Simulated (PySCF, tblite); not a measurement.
# C7H12BFS: geometry, infrared bands and NMR shifts

Wanted: the infrared bands and NMR shifts of C7H12BFS (`C=CBS[C@](C)(F)C1CC1`), by calculation.

Programs: tblite 0.8.0 and PySCF 2.14.0, with density-fitted response routines of our own. Each step states its level of theory. These are calculated values for one molecule in the gas phase, unless marked as measured. Atoms count from 0, in the outputs and in this text.

### 1 The starting structure

22 atoms, charge 0, multiplicity 1; geometry from: force field or distance geometry start.

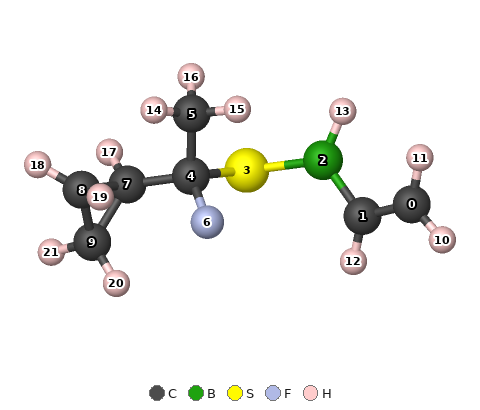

The starting geometry (carbon dark grey, boron green, sulfur yellow, fluorine light blue, hydrogen pink), atoms numbered.

### 2 Relaxing the molecule with GFN2-xTB

Job settings and geometry (Å):

```
{"job": {"kind": "relax", "xc": "GFN2-xTB", "basis": "xTB"}, "charge": 0, "multiplicity": 1}
C      4.301200    -0.348800    -0.309100
C      3.196800     0.331100    -0.686700
B      2.267300     0.807200     0.460400
S      0.562400     1.547800     0.086200
C     -0.601500     0.139600     0.086800
C     -0.608400    -0.364500     1.526000
F     -0.168400    -0.790100    -0.816600
C     -2.013400     0.553700    -0.205400
C     -2.968300    -0.655900    -0.214300
C     -2.731500     0.155800    -1.460600
H      5.017600    -0.732600    -1.024300
H      4.456000    -0.517800     0.752400
H      3.019700     0.505100    -1.723200
H      2.670200     0.771300     1.562700
H     -1.407100    -1.098900     1.660300
H      0.414000    -0.780900     1.706900
H     -0.682100     0.485900     2.244800
H     -2.468300     1.379700     0.395000
H     -3.957500    -0.548900     0.293200
H     -2.506400    -1.658900    -0.239500
H     -2.151800    -0.267800    -2.308800
H     -3.650900     0.721900    -1.787000
```

The run is started by

```console
$ OMP_NUM_THREADS=1 python probes_run.py task.json out
```

One launch serves the whole session: the jobs run in the order shown.

The log of the run:

```text
step      E/eV     max force
  0    -822.72498    1.985
  1    -822.95064    0.872
  2    -823.05875    0.708
  3    -823.10369    0.528
  4    -823.14163    0.418
  5    -823.16798    0.351
  6    -823.19263    0.434
  7    -823.21394    0.358
  8    -823.23407    0.415
  9    -823.25749    0.411
 10    -823.28256    0.337
 11    -823.30367    0.394
 12    -823.32045    0.344
 13    -823.33715    0.310
 14    -823.35545    0.352
 15    -823.37182    0.328
 16    -823.38558    0.244
 17    -823.39931    0.275
 18    -823.41326    0.271
 19    -823.42594    0.228
 20    -823.43636    0.218
 21    -823.44507    0.277
 22    -823.45322    0.252
 23    -823.46066    0.194
 24    -823.46746    0.205
 25    -823.47481    0.251
 26    -823.48327    0.231
 27    -823.49220    0.229
 28    -823.50132    0.241
 29    -823.51127    0.276
 30    -823.52319    0.340
 31    -823.53755    0.295
 32    -823.55165    0.304
 33    -823.56349    0.244
 34    -823.57517    0.296
 35    -823.58887    0.347
 36    -823.60470    0.385
 37    -823.62351    0.271
 38    -823.63683    0.249
 39    -823.64994    0.254
 40    -823.66455    0.356
 41    -823.68062    0.476
 42    -823.69430    0.295
 43    -823.70713    0.211
 44    -823.71386    0.194
 45    -823.72113    0.230
 46    -823.72852    0.236
 47    -823.73840    0.263
 48    -823.74873    0.252
 49    -823.75972    0.250
 50    -823.76764    0.196
 51    -823.77620    0.203
 52    -823.78472    0.262
 53    -823.79801    0.269
 54    -823.80978    0.247
 55    -823.82024    0.249
 56    -823.82825    0.250
 57    -823.83650    0.208
 58    -823.84567    0.259
 59    -823.85513    0.214
 60    -823.85908    0.360
 61    -823.86612    0.155
 62    -823.87135    0.149
 63    -823.88068    0.206
 64    -823.88663    0.193
 65    -823.89120    0.145
 66    -823.89526    0.154
 67    -823.89924    0.168
 68    -823.90387    0.188
 69    -823.90839    0.176
 70    -823.91183    0.161
 71    -823.91493    0.149
 72    -823.91860    0.149
 73    -823.92202    0.131
 74    -823.92531    0.109
 75    -823.92836    0.137
 76    -823.93155    0.164
 77    -823.93513    0.139
 78    -823.93931    0.133
 79    -823.94353    0.138
 80    -823.94733    0.185
 81    -823.95086    0.190
 82    -823.95527    0.114
 83    -823.95998    0.128
 84    -823.96496    0.143
 85    -823.96926    0.190
 86    -823.97314    0.195
 87    -823.97651    0.148
 88    -823.97995    0.117
 89    -823.98222    0.119
 90    -823.98370    0.089
 91    -823.98492    0.076
 92    -823.98620    0.067
 93    -823.98740    0.069
 94    -823.98846    0.058
 95    -823.98926    0.051
 96    -823.98980    0.042
 97    -823.99026    0.043
 98    -823.99070    0.052
 99    -823.99120    0.051
100    -823.99185    0.058
101    -823.99261    0.064
102    -823.99338    0.053
103    -823.99409    0.047
104    -823.99473    0.050
105    -823.99527    0.040
106    -823.99568    0.045
107    -823.99598    0.048
108    -823.99631    0.052
109    -823.99676    0.049
110    -823.99737    0.052
111    -823.99804    0.051
112    -823.99863    0.046
113    -823.99913    0.047
114    -823.99963    0.049
115    -824.00026    0.052
116    -824.00092    0.052
117    -824.00146    0.047
118    -824.00180    0.041
119    -824.00204    0.032
120    -824.00221    0.034
121    -824.00239    0.034
122    -824.00260    0.038
123    -824.00287    0.039
124    -824.00322    0.045
125    -824.00368    0.039
126    -824.00417    0.043
127    -824.00460    0.043
128    -824.00495    0.047
129    -824.00525    0.045
130    -824.00556    0.044
131    -824.00587    0.045
132    -824.00614    0.041
133    -824.00635    0.035
134    -824.00653    0.030
135    -824.00673    0.025
136    -824.00688    0.026
137    -824.00697    0.023
138    -824.00703    0.018
139    -824.00708    0.016
140    -824.00715    0.017
141    -824.00723    0.022
142    -824.00730    0.026
143    -824.00736    0.025
144    -824.00744    0.020
145    -824.00754    0.021
146    -824.00767    0.023
147    -824.00781    0.030
148    -824.00799    0.036
149    -824.00822    0.030
150    -824.00846    0.032
151    -824.00868    0.032
152    -824.00887    0.032
153    -824.00902    0.030
154    -824.00916    0.028
155    -824.00930    0.023
156    -824.00943    0.019
157    -824.00953    0.021
158    -824.00961    0.017
159    -824.00967    0.013
160    -824.00972    0.012
161    -824.00976    0.011
162    -824.00979    0.010
```

Wall time 1.4 s (1 thread of Arm Neoverse V2, shared host).

Relaxation path: (not every step is listed)

```csv
step,energy from step 0 (eV),largest force (eV/Å)
0,0.0000,1.9846
1,-0.2257,0.8716
2,-0.3338,0.7079
3,-0.3787,0.5280
4,-0.4167,0.4183
5,-0.4430,0.3506
6,-0.4677,0.4344
7,-0.4890,0.3583
8,-0.5091,0.4151
22,-0.7282,0.2523
36,-0.8797,0.3852
50,-1.0427,0.1961
64,-1.1617,0.1926
78,-1.2143,0.1326
92,-1.2612,0.0675
106,-1.2707,0.0455
120,-1.2772,0.0343
134,-1.2816,0.0297
148,-1.2830,0.0357
157,-1.2846,0.0212
158,-1.2846,0.0171
159,-1.2847,0.0133
160,-1.2847,0.0117
161,-1.2848,0.0108
162,-1.2848,0.0103
```

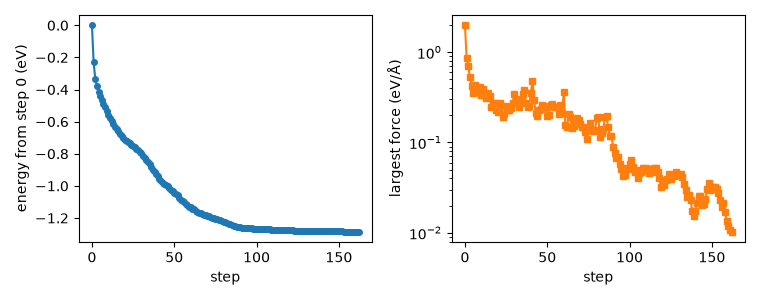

Energy and force, step by step.

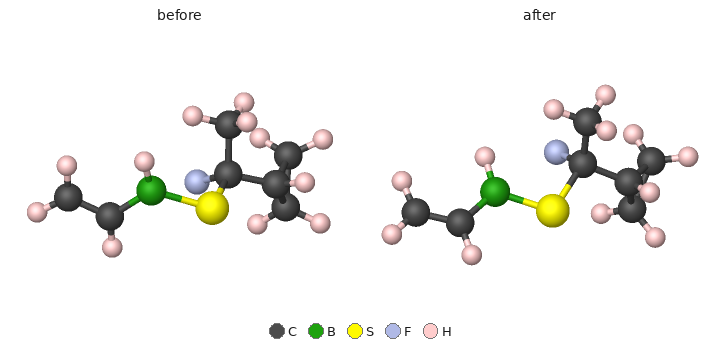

The geometry before (left) and after (right).

Close pairs (by a distance rule), those that changed most:

```csv
bond,before (Å),after (Å),change (Å)
B2–S3,1.896,1.770,-0.126
C9–H21,1.128,1.079,-0.049
S3–C4,1.827,1.869,+0.042
C7–C8,1.541,1.501,-0.040
C8–H18,1.117,1.079,-0.038
C7–H17,1.118,1.082,-0.036
C9–H20,1.111,1.079,-0.032
C5–H15,1.119,1.088,-0.031
```

The final coordinates are the input of the step that follows.

### 3 Infrared spectrum with GFN2-xTB

Job settings and geometry (Å):

```
{"job": {"kind": "ir", "xc": "GFN2-xTB", "basis": "xTB"}, "charge": 0, "multiplicity": 1}
C      4.601397     0.021400    -0.454894
C      3.425020     0.636629    -0.573585
B      2.082697     0.021794    -0.119098
S      0.612901     0.982499    -0.341230
C     -0.742157    -0.104247     0.347409
C     -0.649818    -0.151832     1.863436
F     -0.555206    -1.377535    -0.144250
C     -2.065156     0.437793    -0.137414
C     -3.246067    -0.481030    -0.253981
C     -2.588648     0.053412    -1.488120
H      5.529590     0.468900    -0.776072
H      4.677219    -0.965479    -0.026235
H      3.425050     1.628189    -1.015093
H      2.012191    -1.041320     0.361094
H     -1.452260    -0.774012     2.256600
H      0.305965    -0.573878     2.166582
H     -0.741841     0.852384     2.267213
H     -2.234622     1.450737     0.202910
H     -4.216677    -0.103186     0.027940
H     -3.094548    -1.522901    -0.017225
H     -1.996436    -0.629336    -2.077472
H     -3.099002     0.805043    -2.069365
```

The log of the run:

```text
mode    cm-1     km/mol
  1      37.3      0.83
  2      61.0      0.46
  3      82.9      0.54
  4      96.3      0.48
  5     121.8      0.67
  6     169.8      0.72
  7     200.5      0.23
  8     218.6      0.56
  9     240.3      2.76
 10     269.4      0.59
 11     315.9      2.79
 12     355.4      3.63
 13     378.4      2.96
 14     431.1      1.17
 15     499.7      3.42
 16     521.7      3.34
 17     641.4     10.09
 18     713.1     77.96
 19     790.2     16.99
 20     799.3     21.50
 21     805.6      8.25
 22     856.5      2.42
 23     914.4     39.89
 24     926.4     12.84
 25     926.5      8.10
 26     992.8      6.43
 27    1013.8      5.75
 28    1037.9     11.70
 29    1043.6     13.44
 30    1071.3    128.06
 31    1074.1      0.98
 32    1078.9     92.14
 33    1079.7      5.45
 34    1084.6     34.21
 35    1093.7      3.88
 36    1117.3     44.73
 37    1152.9      0.19
 38    1200.4     27.80
 39    1247.5      0.37
 40    1300.2      7.01
 41    1375.2      5.24
 42    1391.3     16.56
 43    1412.8      5.99
 44    1433.8      0.30
 45    1467.9      3.27
 46    1474.2      5.70
 47    1486.8      0.09
 48    1640.5     46.20
 49    2654.0     71.30
 50    3023.0     17.17
 51    3027.5     35.78
 52    3038.1      8.19
 53    3054.5      6.94
 54    3066.0     20.07
 55    3078.9     32.03
 56    3093.4     22.78
 57    3098.7     14.47
 58    3102.0      2.75
 59    3103.8     47.83
 60    3119.7     42.41
```

Wall time 0.92 s (1 thread of Arm Neoverse V2, shared host).

Which atoms move in the most intense modes:

```csv
cm⁻¹,km/mol,atoms
713,78.0,"H13 53 %, B2 31 %"
1071,128.1,"H13 42 %, B2 17 %, H10 11 %"
1079,92.1,"H14 22 %, C4 16 %, C5 11 %"
1117,44.7,"C4 56 %, C5 14 %"
1640,46.2,"C1 46 %, C0 44 %"
2654,71.3,H13 92 %
3104,47.8,"H11 68 %, H10 21 %"
3120,42.4,"H20 30 %, H21 24 %, H19 21 %, H18 13 %"
```

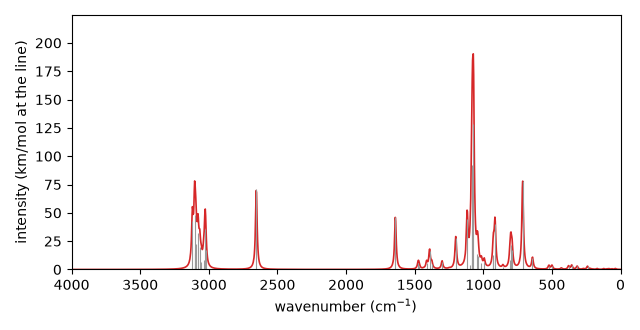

The infrared spectrum from these modes, unscaled. Lines are broadened to a width of 14 cm⁻¹ (Lorentzian).

### 4 NMR shieldings: PBE0/pcSseg-1

Settings changed since step 3:

```diff
@@ -1,2 +1,2 @@
-{"job": {"kind": "ir", "xc": "GFN2-xTB", "basis": "xTB"}, "charge": 0, "multiplicity": 1}
+{"job": {"kind": "nmr", "xc": "PBE0", "basis": "pcSseg-1"}, "charge": 0, "multiplicity": 1}
 C      4.601397     0.021400    -0.454894
```

With the program's defaults for keys left out, this is: GIAO PBE0/pcSseg-1 NMR shielding, non-relativistic, gas phase.

The log of the run:

```text
coarse grid: 18840 points
cycle   1  E = -796.0072579195  dE =  1.256e+00  |g| = 6.312e-01  |ddm| = 4.149e+00
cycle   2  E = -795.9466208555  dE =  6.064e-02  |g| = 8.787e-01  |ddm| = 1.068e+00
cycle   3  E = -796.0932212923  dE = -1.466e-01  |g| = 1.099e-01  |ddm| = 6.688e-01
cycle   4  E = -796.0957386112  dE = -2.517e-03  |g| = 3.843e-02  |ddm| = 1.324e-01
cycle   5  E = -796.0960719999  dE = -3.334e-04  |g| = 1.042e-02  |ddm| = 4.138e-02
cycle   6  E = -796.0960980728  dE = -2.607e-05  |g| = 4.357e-03  |ddm| = 1.376e-02
cycle   7  E = -796.0961025765  dE = -4.504e-06  |g| = 1.084e-03  |ddm| = 3.792e-03
final grid: 177480 points
cycle   8  E = -796.1638945161  dE = -6.506e-05  |g| = 1.129e-02  |ddm| = 4.368e-02
cycle   9  E = -796.1638754474  dE =  1.907e-05  |g| = 1.457e-02  |ddm| = 2.278e-02
cycle  10  E = -796.1639268361  dE = -5.139e-05  |g| = 1.164e-03  |ddm| = 1.328e-02
cycle  11  E = -796.1639270960  dE = -2.600e-07  |g| = 3.488e-04  |ddm| = 1.211e-03
cycle  12  E = -796.1639271188  dE = -2.274e-08  |g| = 1.154e-04  |ddm| = 3.612e-04
cycle  13  E = -796.1639271222  dE = -3.457e-09  |g| = 3.725e-05  |ddm| = 1.845e-04
cycle  14  E = -796.1639271225  dE = -3.192e-10  |g| = 9.574e-06  |ddm| = 3.587e-05
converged SCF energy = -796.1639271225

GIAO shielding tensors (ppm)
atom      isotropic    diamagn.    paramagn.     s11        s22        s33       span
  0 C       35.101     251.210    -216.109    -82.651     29.871    158.084    240.735
  1 C       38.966     259.776    -220.810    -85.251     24.203    177.947    263.198
  2 B       40.784     196.378    -155.594    -20.445     24.548    118.248    138.693
  3 S      255.365    1061.962    -806.597     74.643    298.286    393.166    318.523
  4 C       76.531     245.042    -168.511     56.876     66.287    106.432     49.556
  5 C      152.603     250.223     -97.620    133.260    142.899    181.650     48.390
  6 F      344.546     478.676    -134.129    275.064    368.303    390.272    115.208
  7 C      162.490     249.636     -87.146    127.842    147.580    212.047     84.205
  8 C      181.369     256.185     -74.816    157.987    178.499    207.621     49.634
  9 C      182.097     251.224     -69.127    157.461    179.020    209.811     52.350
 10 H       24.996      26.102      -1.107     22.170     24.571     28.245      6.075
 11 H       25.214      31.009      -5.795     21.548     24.763     29.331      7.784
 12 H       24.715      31.541      -6.825     20.484     23.765     29.897      9.414
 13 H       24.469      34.166      -9.697     17.963     24.655     30.789     12.826
 14 H       29.885      31.076      -1.191     25.047     28.865     35.744     10.697
 15 H       29.509      32.030      -2.521     25.167     28.652     34.710      9.543
 16 H       30.082      31.614      -1.532     26.930     27.704     35.611      8.681
 17 H       30.558      32.498      -1.939     24.234     28.835     38.606     14.372
 18 H       31.079      30.011       1.068     25.420     26.176     41.639     16.219
 19 H       30.971      32.371      -1.400     24.975     29.441     38.497     13.521
 20 H       30.826      31.873      -1.047     25.081     29.302     38.095     13.014
 21 H       31.044      29.973       1.070     25.593     25.955     41.583     15.990
```

Run time: 63 s. Hardware: 1 thread of Arm Neoverse V2, shared host; peak memory 1.1 GiB.

The references, computed at this level on geometries of the same kind, shield at (ppm): 1H TMS 31.72, 13C TMS 186.9, 19F CFCl3 170.9, 11B BF3·OEt2 100.1, 33S CS2 504. Their shielding less the atom's gives the shift. The references are single molecules in the gas phase, so shifts against H2O, NH3, PH3, H3PO4 or CFCl3 are not on the usual liquid scales and can be off by tens of ppm. Atoms listed in one row are averaged.

```csv
atoms,environment,σ (ppm),δ (ppm),δ scaled to CDCl3
C0,terminal =CH2 carbon,35.1,151.8,146.3
C1,alkene CH,39.0,148.0,142.5
C4,fully substituted sp3 carbon bonded to F and S,76.5,110.4,101.4
C5,methyl carbon,152.6,34.3,31.6
C7,three-membered-ring carbon,162.5,24.4,21.9
C8,three-membered-ring carbon,181.4,5.6,3.5
C9,three-membered-ring carbon,182.1,4.8,2.8
H13,"hydrogen on a boron bonded to C, S",24.47,7.25,–
H12,hydrogen on an alkene CH,24.72,7.00,6.71
H10,hydrogen on a terminal =CH2 carbon,25.00,6.72,6.44
H11,hydrogen on a terminal =CH2 carbon,25.21,6.50,6.24
"H14, H15, H16",hydrogen on a methyl carbon,29.83,1.89,1.89
H17,hydrogen on a three-membered-ring carbon,30.56,1.16,1.20
H20,hydrogen on a three-membered-ring carbon,30.83,0.89,0.95
H19,hydrogen on a three-membered-ring carbon,30.97,0.75,0.81
H21,hydrogen on a three-membered-ring carbon,31.04,0.67,0.74
H18,hydrogen on a three-membered-ring carbon,31.08,0.64,0.71
B2,"boron bonded to C, S, H",40.8,59.3,–
S3,"sulfur bonded to C, B",255,248,–
F6,fluorine on an sp3 carbon,344.5,-173.6,–
```

The scaled column applies a straight-line fit of computed shieldings to shifts measured in CDCl3, with any fitted terms for Cl, Br or S neighbours, and one for carbons that bear F (root-mean-square error 0.16 ppm for H, 1.9 ppm for C).

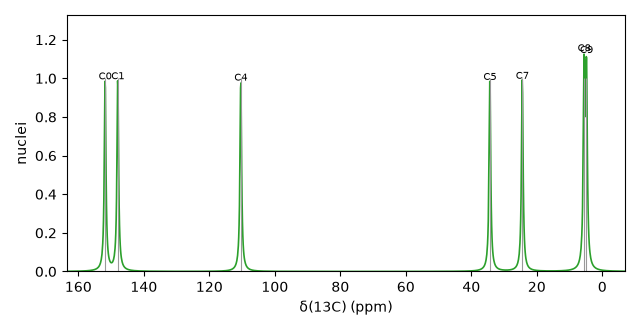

13C lines at the computed shifts, without couplings. Lines are broadened to a width of 0.59 ppm (Lorentzian).

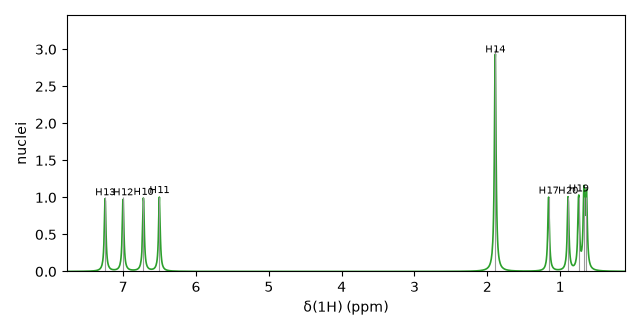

1H lines at the computed shifts, without couplings. Lines are broadened to a width of 0.03 ppm (Lorentzian).

The run also stored atomic charges by several schemes (e):

```csv
atoms,Mulliken,IAO,Hirshfeld,ESP fit
C0,-0.14,-0.24,-0.06,-0.34
C1,-0.42,-0.26,-0.12,-0.26
B2,0.30,-0.08,0.07,0.32
S3,-0.09,0.10,-0.01,-0.31
C4,-0.07,0.26,0.12,0.33
C5,-0.15,-0.43,-0.13,-0.65
F6,-0.30,-0.31,-0.07,-0.15
C7,-0.24,-0.16,-0.06,-0.12
C8,-0.18,-0.29,-0.09,-0.32
C9,-0.16,-0.29,-0.09,-0.28
```

ESP fit charges:

C0 -0.34; C1 -0.26; B2 0.32; S3 -0.31; C4 0.33; C5 -0.65; F6 -0.15; C7 -0.12; C8 -0.32; C9 -0.28; H10 0.17; H11 0.17; H12 0.17; H13 -0.09; H14 0.19; H15 0.21; H16 0.20; H17 0.17; H18 0.15; H19 0.16; H20 0.14; H21 0.15

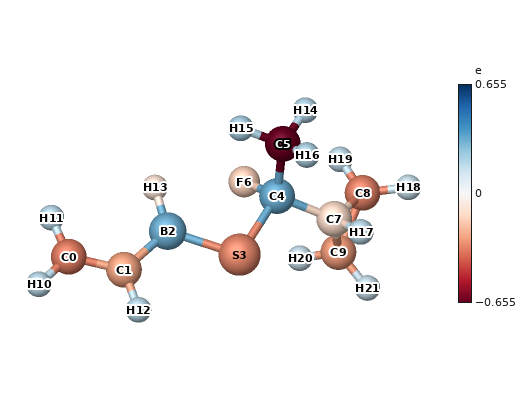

ESP fit charges, as colours on the atoms.

Mayer bond orders: C0–C1 1.94, C1–B2 1.01, B2–S3 1.20, S3–C4 1.00, C4–C5 1.00, C4–F6 0.86, C4–C7 0.95, C7–C8 0.95, C8–C9 0.98, C9–C7 0.95.

Ring of atoms C7, C8, C9: NICS(0) -43.6, NICS(1) -8.6, NICS(1)zz -23.0 ppm (means of both faces).

In rings of three or four atoms NICS is ruled by the nearby σ bonds, so it says little on aromaticity.

The fields below are evaluated on a grid from the run's orbitals.

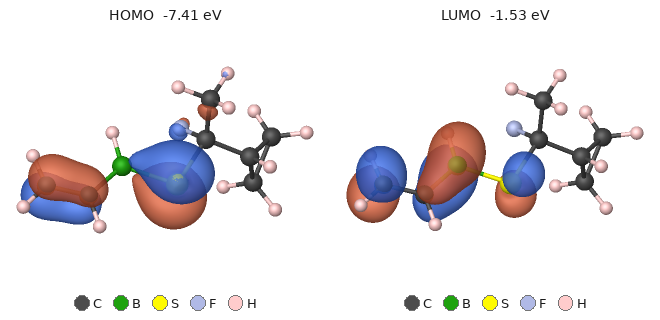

Frontier orbitals at PBE0/pcSseg-1; each surface holds 70 % of the orbital's density, blue and red mark the sign.

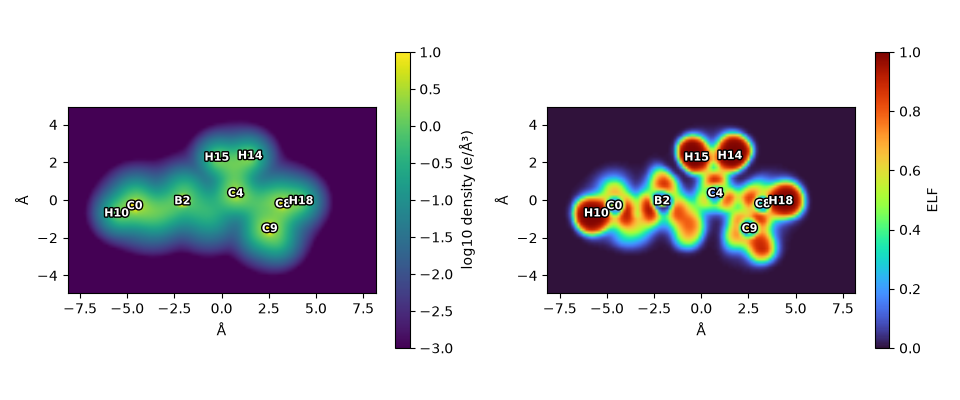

Density (left) and ELF (right) in a plane through or near 9 of the atoms.

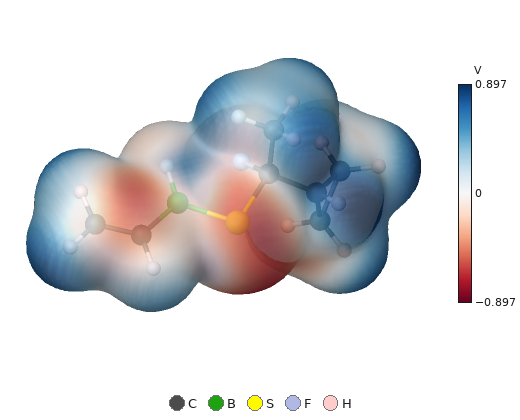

The potential that a unit positive charge feels on the 0.002 e/bohr³ surface, from -0.90 V near F6 to 0.84 V near H17.

### 5 What came out

| quantity | value |
| --- | --- |
| strongest single infrared mode (GFN2-xTB) | 1071 cm⁻¹, 128 km/mol |
| zero-point energy (GFN2-xTB) | 108.8 kcal/mol |
| 13C shifts against TMS (PBE0/pcSseg-1) | 151.8, 148.0, 110.4, 34.3, 24.4, 5.6, 4.8 ppm |
| 1H shifts against TMS (PBE0/pcSseg-1, means over atoms taken as alike) | 7.25, 7.00, 6.72, 6.50, 1.89, 1.16, 0.89, 0.75, 0.67, 0.64 ppm |
| 11B shifts against BF3·OEt2 (PBE0/pcSseg-1) | 59.3 ppm |
| 33S shifts against CS2 (PBE0/pcSseg-1) | 248 ppm |
| 19F shifts against CFCl3 (PBE0/pcSseg-1) | -173.6 ppm |
| surface potential, least and greatest | -0.90 V and 0.84 V |

Over 162 steps the energy fell by 1.285 eV; of the close pairs, B2–S3 changed most, 1.896 to 1.770 Å. No mode is imaginary among the 60: a minimum at this level. Unscaled tight-binding wavenumbers are off by several per cent, some by more. Its intensities can rank the bands wrongly. The most deshielded carbon is C0 (terminal =CH2 carbon), at 151.8 ppm: the olefinic region. At PBE0/pcSseg-1: The widest tensor belongs to S3: span 319 ppm, with a paramagnetic part of -807 ppm. By nearest atom (PBE0/pcSseg-1), the HOMO sits on S3 54 %; C0 16 % and the LUMO on B2 33 %; C0 23 %.
